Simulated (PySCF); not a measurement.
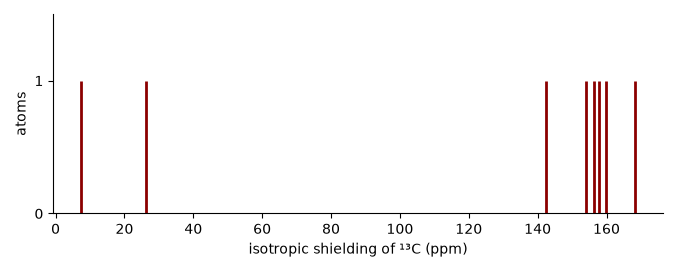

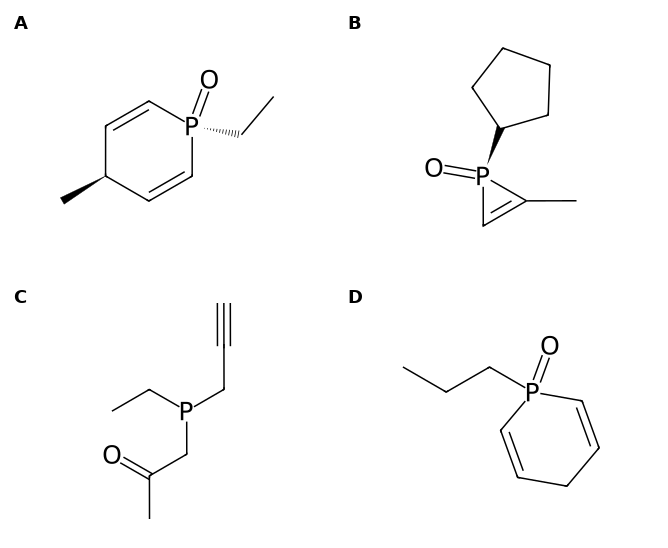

The sticks are computed shieldings of one of the molecules, for one fixed geometry (GFN2-xTB) without averaging over rotations. Low shielding means a high chemical shift. Method: GIAO PBE0/pcSseg-1 NMR shielding, non-relativistic, gas phase (PySCF 2.14.0).

**Match the spectrum to a structure.**

B, `CC1=C[P@@]1(=O)C1CCCC1`. Its 8 C atoms give lines at 7.3, 26.3, 142.4, 154.1, 156.3, 157.8, 159.9, 168.3 ppm.

The geometry is semi-empirical. Around P such bond lengths and angles can be off by a tenth of an ångström or more and by several degrees, and values that hang on the shape move with them.
